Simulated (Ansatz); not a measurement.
## Electronic structure of CH$_{3}$NOSi (SMILES N=C1O[SiH2]1) in real space

Input file:

```
crystal:
  periodic: [false, false, false]
  atoms:
    - { symbol: "N", position_ang: [-1.07779, -1.53191, -0.41321] }
    - { symbol: C, position_ang: [-0.29678, -0.63637, -0.05794] }
    - { symbol: O, position_ang: [0.76856, -0.65524, 0.75135] }
    - { symbol: Si, position_ang: [0.5733, 0.97203, 0.17818] }
    - { symbol: H, position_ang: [-1.82191, -1.25961, -1.04523] }
    - { symbol: H, position_ang: [0.17754, 1.81496, 1.2843] }
    - { symbol: H, position_ang: [1.67708, 1.29614, -0.69745] }
basis:
  gaussian: { orbitals: cc-pVDZ }
hamiltonian:
  xc: b3lyp
relax:
  f_tol: 0.015
  max_steps: 40
output:
  orbitals: {}
```

Run with:

```sh
ansatz run input.yaml --threads 1 --pin off --max-ram 2048MiB --backend cpu --events-out ev --progress --plain --runs-dir out
```

The fields are those of the relaxed geometry.

Theory: Ansatz 0.2.0, RKS B3LYP/cc-pVDZ.

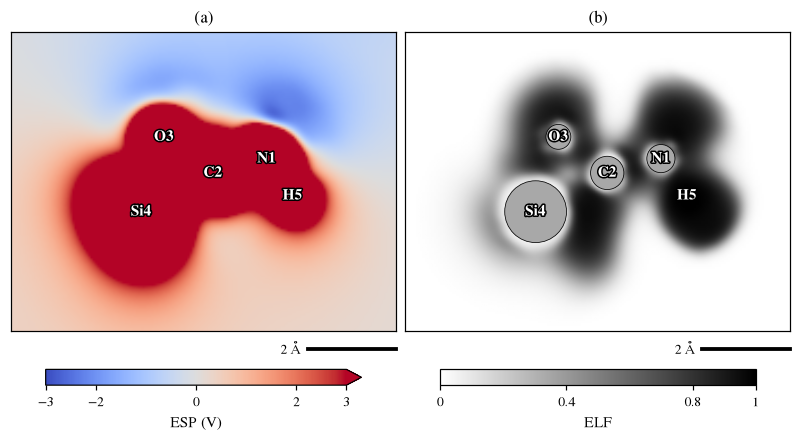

Figure 1. (a) electrostatic potential; (b) electron localisation function on the plane of atoms O3, C2 and Si4. Grey discs cover the atomic cores in the ELF map.

Describe what can be read from this map.

Answer.
- Atoms in the plane: N, C, O, Si and H.
- C–N (1.26 Å): the ELF peaks at about 0.90 between the atoms; a short, multiple covalent bond.
- C–O (1.37 Å): the ELF peaks at about 0.85 between the atoms, as expected for a polar covalent bond.
- Si–O (1.77 Å): the ELF peaks at about 0.80 in the valence shell of O, 0.6 Å from its nucleus, and is about 0.55 at the midpoint.
- C–Si (1.84 Å): the ELF peaks at about 0.80 between the atoms, as expected for localised, covalent bonding.
- N–H (1.03 Å): the ELF climbs to about 1 towards the hydrogen, as it does in any bond to H: an ordinary covalent bond to hydrogen.
- The ELF also peaks beside N1 and O3, away from the bonds: lone-pair regions.
- Outside the dense part of the molecule the potential is most negative (−2.5 V) near N1.

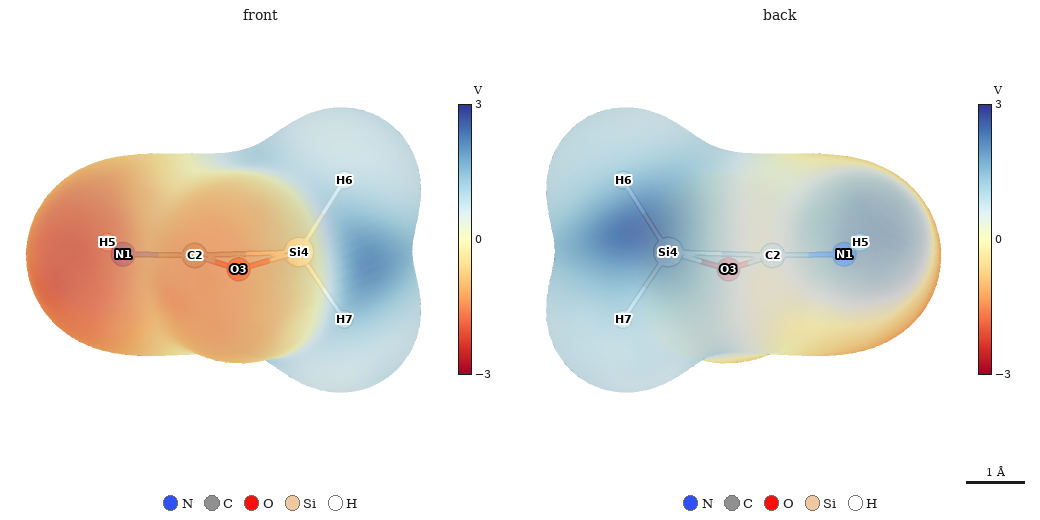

Figure 2. The molecular electrostatic potential painted on the density surface at 0.002 e/bohr³, seen from the front and from behind; red is negative and blue positive.

Describe the electrostatic potential map.

Answer. The most negative region (about −2.0 V, or −46 kcal/mol for a unit charge) lies over N1, the most positive (about +2.4 V, or +55 kcal/mol for a unit charge) over Si4. N1 is the likeliest acceptor of a hydrogen bond.

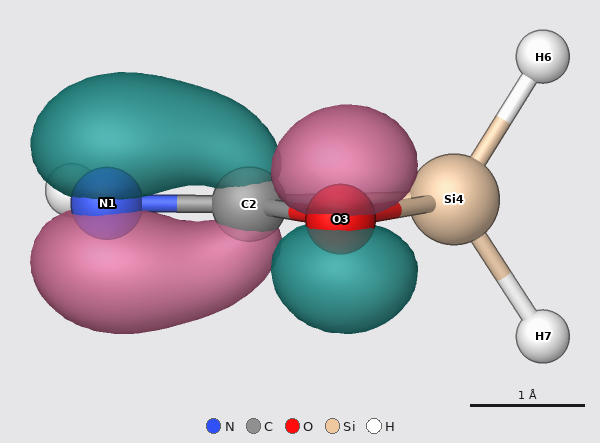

Figure 3. The HOMO−1 at ±0.2 Å⁻³ᐟ² (teal and pink are the two phases), seen across its widest extent.

What is the character of this orbital?

Answer. It lies mainly on N1 (about 45 %), O3 (about 35 %) and C2 (about 15 %); largely a combination of lone pairs on N1 and O3. Its energy is −7.60 eV.
